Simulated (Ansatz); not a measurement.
## How fast states decay through Li2InBO4: band edges

Ansatz 0.2.0; PBE DFT, plane waves, PAW files.

The energy window and the wavevectors of the next steps follow from the band edges, so these are searched first, off the mesh as well.

The structure was built from a prototype and need not be the compound's stable phase.

Input file input.yaml:

```yaml
crystal:
  lattice:
    - [-2.2449242825, 2.2449242825, 4.0413736799]
    - [2.2449242825, -2.2449242825, 4.0413736799]
    - [2.2449242825, 2.2449242825, -4.0413736799]
  atoms:
    - { symbol: Li, position: [0.25, 0.75, 0.5] }
    - { symbol: Li, position: [0.5, 0.5, 0.0] }
    - { symbol: B, position: [0.75, 0.25, 0.5] }
    - { symbol: In, position: [0.0, 0.0, 0.0] }
    - { symbol: O, position: [0.6435012914, 0.5377611039, 0.4748296481] }
    - { symbol: O, position: [0.4622388961, 0.9370685442, 0.1057401875] }
    - { symbol: O, position: [0.8313283567, 0.3564987086, 0.8942598125] }
    - { symbol: O, position: [0.0629314558, 0.1686716433, 0.5251703519] }
kpoints:
  mp_grid: { grid: [8, 8, 8] }
  band_path: { path: [VBM, CBM], npoints: 30 }
scf:
  occupations: { method: fixed }
hamiltonian:
  xc: pbe
output:
  eigenvalues: true
  write_potential: true
  write_density: true
  volumetric_format: npy
```

Launch:

```sh
> ansatz run input.yaml --threads 2 --pin off --max-ram 4096MiB --backend cpu --events-out ev --progress --plain --runs-dir out
```

Before running it: what should come out for the electronic bands?

The 46 valence electrons fill 23 bands exactly, which allows a gap.

This step gave:

* gap on the k-mesh: 2.847 eV
* gap on path: 2.847 eV, by band count; negative where bands overlap
* direct gap on path: 3.177 eV
* edge places on path: 0, 0.9895 1/A along the path

The electronic bands at the labelled points (eV, zero at the Fermi level (highest filled level under fixed occupations); v1 is the highest filled band, c1 the lowest empty one):

```tsv
point	v4	v3	v2	v1	c1	c2	c3
VBM	-1.11	-0.52	-0.16	0.00	4.99	6.40	7.11
CBM	-1.06	-0.44	-0.33	-0.33	2.85	6.09	8.54
```

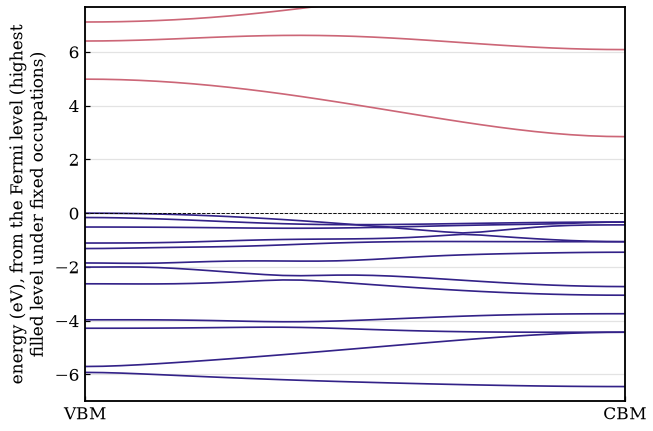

Electronic bands along the path; lines of filled and empty bands in two colours.

[Logs are printed without paths, hosts, clocks, repeated set-up lines and the standing remarks that a program may print on its own settings, such as how far it seeks lower states.]

[Hosts, paths, dates, database ids (printed as entryN), source tags and the programs' standing remarks are cut or masked in the printed files.]
